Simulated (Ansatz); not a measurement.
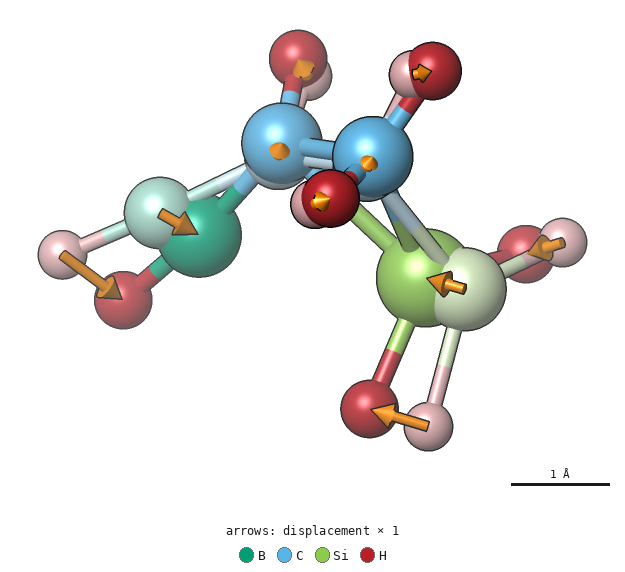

This is a relaxation of C$_{2}$H$_{6}$BSi (charge +1). The starting structure is drawn faded, the final one solid; orange arrows show the displacements, at their true length. The two geometries are superimposed by the best rigid fit.

Style: ball-and-stick. Shown at a tilt.

These are results of Ansatz, RKS PBE0-D4/def2-TZVP, not measurements. (force threshold 0.005 eV/Å; at most 200 steps)

Atoms of which element are displaced furthest, and by how much?

Answer. Hydrogen: up to 0.83 Å, against 0.46 Å for boron.

What did the optimiser do to the structure, and how much energy did it gain?

Answer. After 12 geometry steps the energy has fallen by 13.0 kcal/mol. The largest force component goes from 1.6 to 0.0041 eV/Å. An H atom moves most after the best rigid fit: 0.83 Å. By element the largest moves are H 0.83 Å, B 0.46 Å, Si 0.45 Å, C 0.22 Å. Some distances before and after: B–Si 3.272 → 2.419 Å, C–Si 2.357 → 2.015 Å, B–H 1.144 → 1.174 Å, H–Si 1.453 → 1.476 Å. Bond angles that change, for instance: C–C–Si 87.3° → 73.0°, C–Si–H 119.5° → 112.8°, C–Si–H 119.0° → 124.6°.
